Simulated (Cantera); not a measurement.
A closed system holds: 1 mol Pb, 0.078 mol H₂, 32 mol N₂, 1.6 mol O₂, equilibrated at 0.220 bar.

Equilibrium computed with Cantera from the NASA thermochemical tables; the gas is ideal and each condensed phase is pure. Candidate condensed phases: H₂O, Pb, PbO, PbO₂, Pb₃O₄; 27 gas species. The numbers say what is thermodynamically allowed, not how fast it happens.

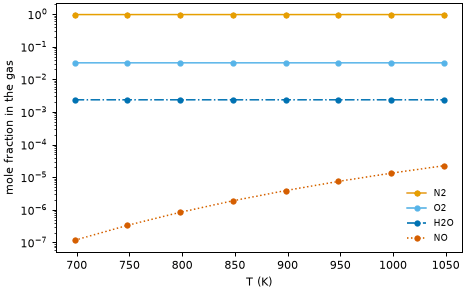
Figure. Equilibrium gas composition (values under 1e-9 drawn at 1e-9)

Question: Read off the mole fractions at 998 K.

Answer: N₂ about 0.97, O₂ about 0.032, H₂O about 0.0024, NO about 1.3e-5.
